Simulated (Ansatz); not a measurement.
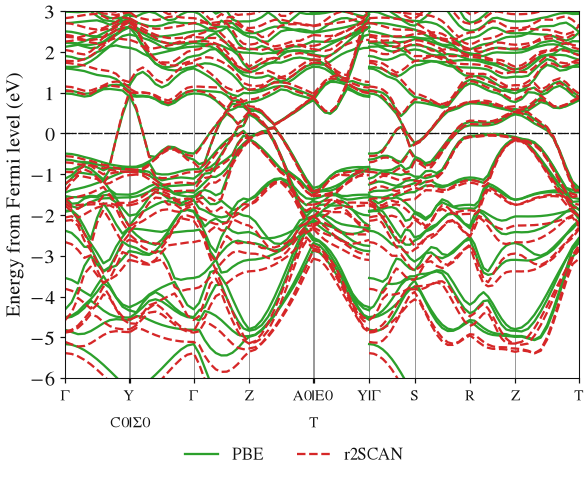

Band structures of ZrTi3Ge8, space group C222, 12 atoms in the cell, by two methods on the same cell. Each is counted from its own Fermi level.

Question: How do the methods compare?

Answer: Both give a metal. The 10 bands that come within 1 eV of the Fermi level differ by 0.08 eV on average and by 0.21 eV at most (between Γ and Y).

Settings. PBE: DFT PBE, scalar-relativistic, plane waves, PAW, no spin polarisation, 6×6×8 k mesh, 420 eV cutoff, Gaussian smearing of 0.1 eV (Ansatz 0.2.0). r2SCAN: DFT r2SCAN, scalar-relativistic, plane waves, PAW, no spin polarisation, 6×6×8 k mesh, 500 eV cutoff (Ansatz).

The structure is an invented one, so it need not be a known or stable phase.
